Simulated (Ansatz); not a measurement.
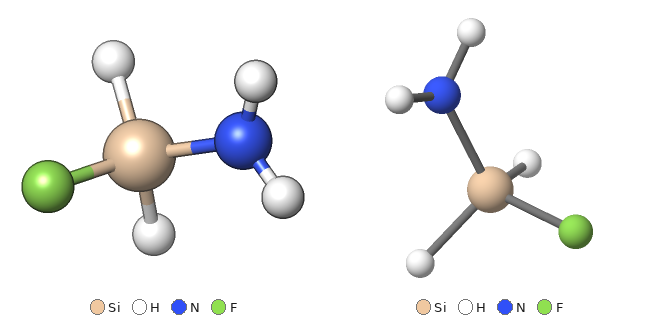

Two views of one molecule.

Describe the molecule.

Formula FH₄NSi. This geometry has Cs symmetry. Coordination, clear cases only: 1 Si tetrahedral.

The parts below concern this one geometry. Atoms keep their numbers from picture to picture. The geometry was computed by an optimisation with PBE0-D4/def2-TZVP.

Geometry

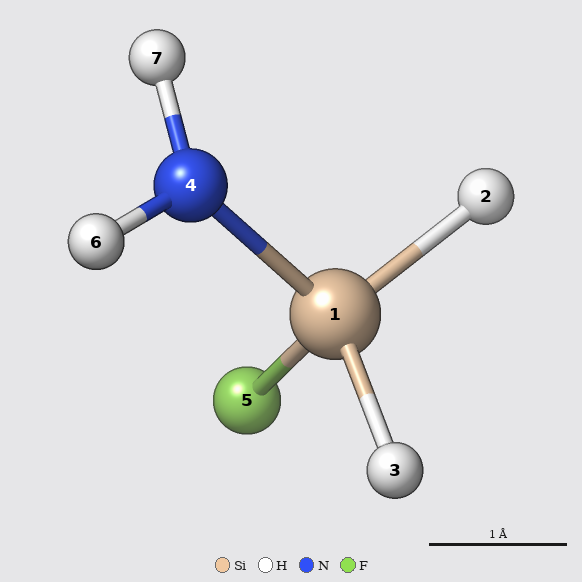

The atoms are numbered.

Estimate the angles H2–Si1–H3, H2–Si1–N4, H2–Si1–F5, N4–Si1–F5, Si1–N4–H6, H6–N4–H7.

| angle | degrees |
| --- | --- |
| H2–Si1–H3 | 114.1 |
| H2–Si1–N4 | 108.3 |
| H2–Si1–F5 | 105.8 |
| N4–Si1–F5 | 114.6 |
| Si1–N4–H6 | 121.9 |
| H6–N4–H7 | 111.8 |

Charges

The questions are on Mulliken charges. Level of theory: RKS PBE0-D4/def2-TZVP (Ansatz 0.2.0).

List the Mulliken charges.

```json
{"atom": "Si1", "value (e)": "0.56"}
{"atom": "H2", "value (e)": "−0.05"}
{"atom": "H3", "value (e)": "−0.05"}
{"atom": "N4", "value (e)": "−0.63"}
{"atom": "F5", "value (e)": "−0.32"}
{"atom": "H6", "value (e)": "0.25"}
{"atom": "H7", "value (e)": "0.25"}
```

Vibrations

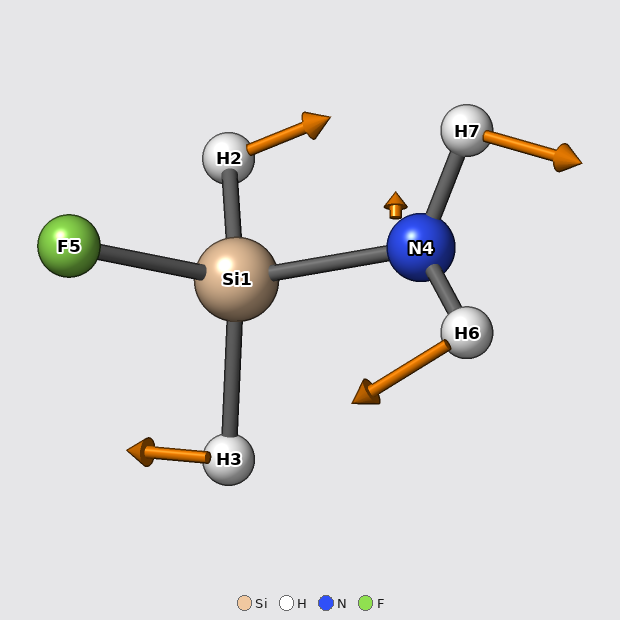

The arrows show one normal mode. Harmonic vibrations computed with RKS PBE0-D4/def2-TZVP (Ansatz 0.2.0) at a stationary point of the same level.

**What kind of motion is it?**

Mostly H–N–Si bending.

**Estimate its harmonic wavenumber.**

904 cm⁻¹; it is mode 8 of 15 counted from the lowest.

Dipole moment

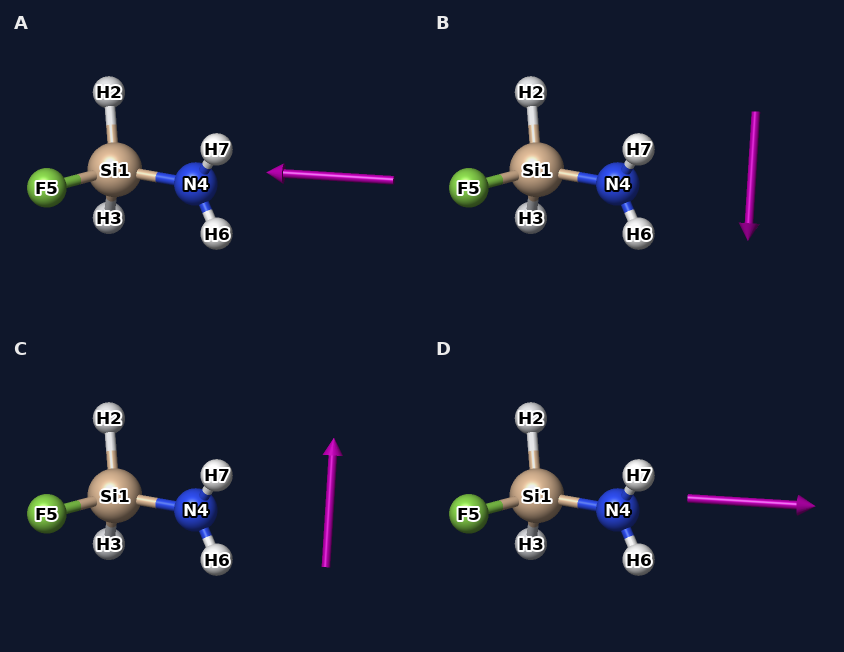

The same molecule four times, each with an arrow. Level of theory: RKS PBE0-D4/def2-TZVP (Ansatz 0.2.0).

**Which arrow points along the dipole moment, from the negative to the positive end?**

D. The dipole moment is 1.99 D; it points from the side of F5 to the side of H6, H7 (the outermost atoms at the two ends).

Mulliken values depend strongly on the basis set and can even reverse the polarity of a bond.
